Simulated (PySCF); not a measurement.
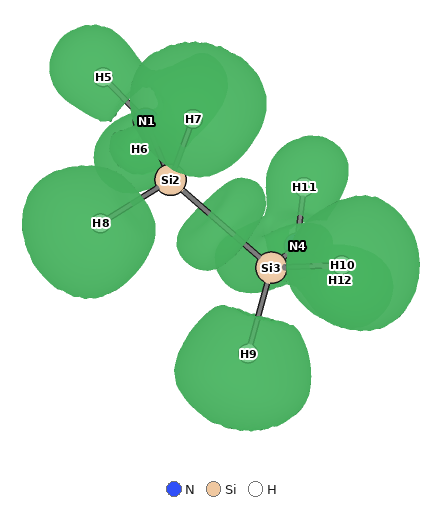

H₈N₂Si₂. Isosurface of the ELF at 0.8 (green), seen at an oblique angle. Only the valence region is drawn (cores and ρ < 0.01 e/Å³ removed).

Geometry: GFN2-xTB.

Computed with B3LYP/def2-SVPD, SCF density, gas phase (PySCF).

The calculation's input:

```
{"job": {"kind": "uv", "xc": "B3LYP", "basis": "def2-SVPD", "nstates": 8, "ntriplets": 3}, "charge": 0, "multiplicity": 1}
N     -1.718773    -0.823795    -0.068105
Si    -1.102683     0.773132     0.175244
Si     1.184214     0.670370     0.011743
N      1.618093    -0.953960    -0.390872
H     -2.716011    -0.970093    -0.056258
H     -1.263288    -1.584513     0.410632
H     -1.790864     1.547950    -0.866059
H     -1.532574     1.382898     1.451312
H      1.918916     0.897425     1.263493
H      1.716849     1.671086    -0.937050
H      1.093264    -1.421961    -1.112507
H      2.594056    -1.189226    -0.480880
```

Launched as:

```sh
OMP_NUM_THREADS=1 python probes_run.py task.json out
```

### Where are the electrons localised?

At this value the surface marks out one region between bonded Si–Si atoms (shared pairs), four regions around hydrogen nuclei and two joined regions spread over several atoms (H, N), in which their bonds and any lone pairs are merged. Along the contacts the grid gives the following. Si–N (1.73 Å): the ELF peaks at about 0.95 between the atoms (a polar covalent bond). Si–Si (2.30 Å): the ELF peaks at about 1 between the atoms; a shared electron pair.
